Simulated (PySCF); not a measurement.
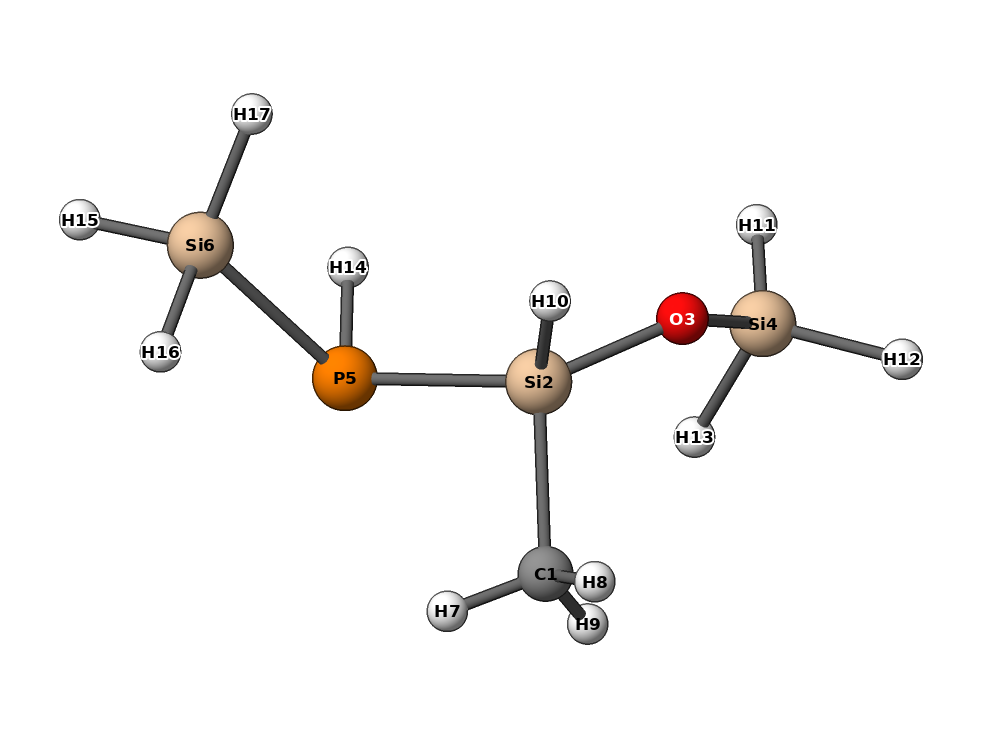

The questions are on isotropic NMR shieldings of the Si atoms. Geometry: a frame of a GFN2-xTB molecular-dynamics simulation, not a minimum. Level of theory: GIAO PBE0/pcSseg-1 NMR shielding, non-relativistic, gas phase (PySCF 2.14.0).

Give the isotropic NMR shieldings of the Si atoms atom by atom.

| atom | σ (ppm) |
| --- | --- |
| Si2 | 332.6 |
| Si4 | 379.8 |
| Si6 | 427.0 |
